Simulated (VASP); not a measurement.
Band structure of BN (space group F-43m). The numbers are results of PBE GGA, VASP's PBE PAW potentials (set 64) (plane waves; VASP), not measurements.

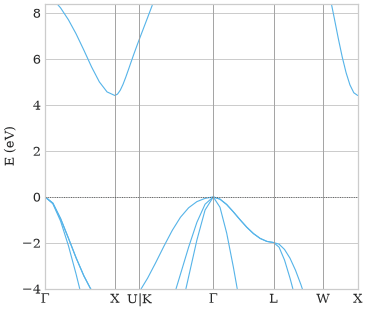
*Bands along high-symmetry lines, zero at the valence-band maximum or, without a gap, the Fermi level*

**Question.** Read the plot: is there a gap, and where are the band edges?

**Answer.** The gap is indirect, 4.41 eV, from the valence maximum at Γ to the conduction minimum at X.

The structure is a typed BN crystal (F-43m). The cell was not relaxed at this level.
